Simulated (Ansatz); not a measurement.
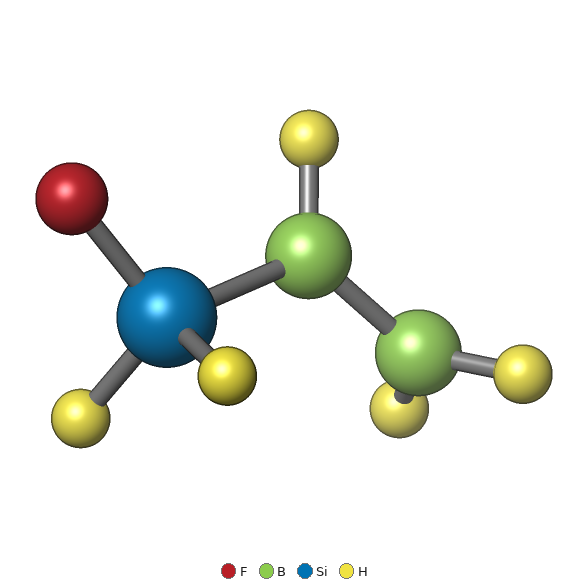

The picture shows a molecular structure as a ball-and-stick model. Every bond is drawn as one stick, whatever its order.

Count the atoms of each element.

Answer. B2FH5Si, 9 atoms: 2 boron, 1 fluorine, 5 hydrogen and 1 silicon.

How many sets of symmetry-equivalent atoms are there?

Answer. 7: 1 F, 1 B, 1 B, 1 Si, 1 H, 2 H, 2 H.

Give the symmetry (Schoenflies symbol).

Answer. Cs.

Count the bonded pairs by element.

Answer. 3 B–H, 2 Si–H, 1 B–B, 1 F–Si, 1 B–Si. Sticks follow a distance rule.

More results for the same structure follow; atom numbers are the same in all pictures, views and colours differ. The computed structure is the end point of a PBE0-D4/def2-TZVP optimisation. No frequency run is at hand to confirm it as a minimum.

Shape

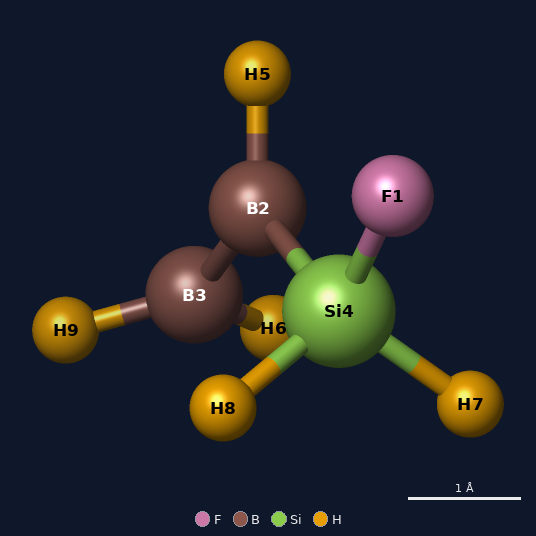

No frequency run is at hand to confirm it as a minimum.

What is the geometry at B2?

Answer. B2 has 3 neighbours (B3 at 1.62, Si4 at 2.01, H5 at 1.20 Å); the arrangement is trigonal planar.

Describe the coordination of atom 3.

Answer. B3 has 3 neighbours (B2 at 1.62, H6 at 1.20, H9 at 1.20 Å); the arrangement is trigonal planar.

How are the neighbours of atom 4 arranged?

Answer. Si4 has 4 neighbours (F1 at 1.61, B2 at 2.01, H7 at 1.49, H8 at 1.49 Å); the arrangement is tetrahedral.

What is the dihedral angle B3–B2–Si4–F1?

Answer. 180° in size, that is anti.

Electronic properties

No frequency run is at hand to confirm it as a minimum. Level of theory: RKS PBE0-D4/def2-TZVPP (Ansatz 0.2.0).

Predict the main results.

- HOMO energy (Kohn–Sham orbital): −8.30 eV
- LUMO energy (Kohn–Sham orbital): −2.42 eV
- HOMO–LUMO gap: 5.88 eV
- dispersion correction: −11.7 kJ/mol

Dipole moment

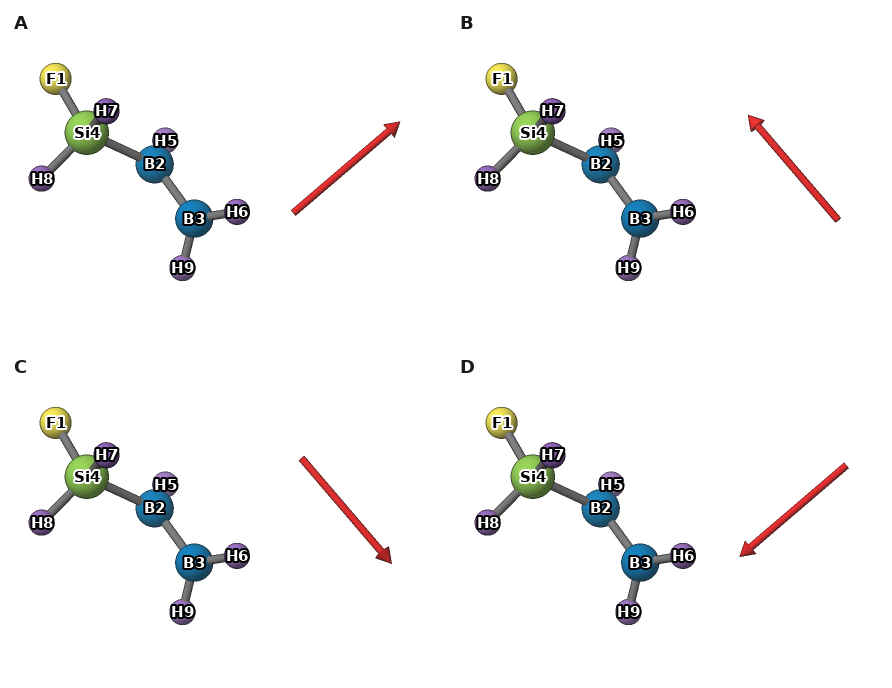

The same molecule four times, each with an arrow. No frequency run is at hand to confirm it as a minimum. Properties computed with RKS PBE0-D4/def2-TZVP (Ansatz 0.2.0).

Which arrow points along the dipole moment, from the negative to the positive end?

Answer. C. The dipole moment is 1.33 D; it points from the side of F1 to the side of H6, H9 (the outermost atoms at the two ends).

Charges

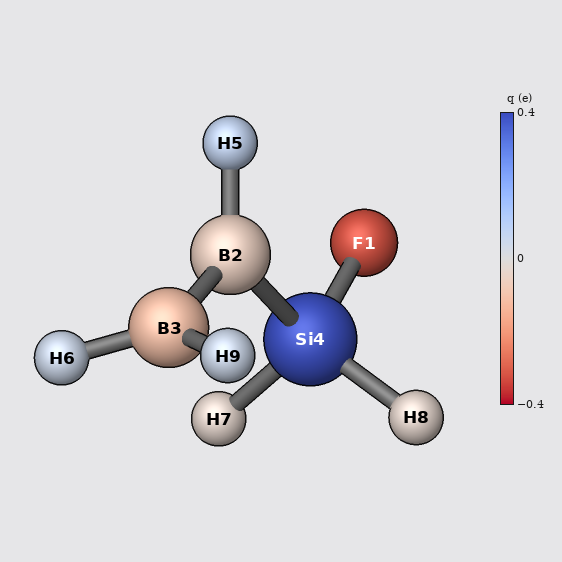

Atoms are coloured by their Mulliken charges. No frequency run is at hand to confirm it as a minimum. Method: RKS PBE0-D4/def2-TZVP (Ansatz 0.2.0).

Which atom carries the highest charge (most positive or least negative)?

Answer. Si4 (0.39 e).

And the lowest?

Answer. F1 (−0.32 e).

List the Mulliken charges.

```tsv
atom	value (e)
F1	−0.32
B2	−0.05
B3	−0.10
Si4	0.39
H5	0.07
H6	0.04
H7	−0.03
H8	−0.03
H9	0.04
```

Mulliken values depend strongly on the basis set and can even reverse the polarity of a bond.
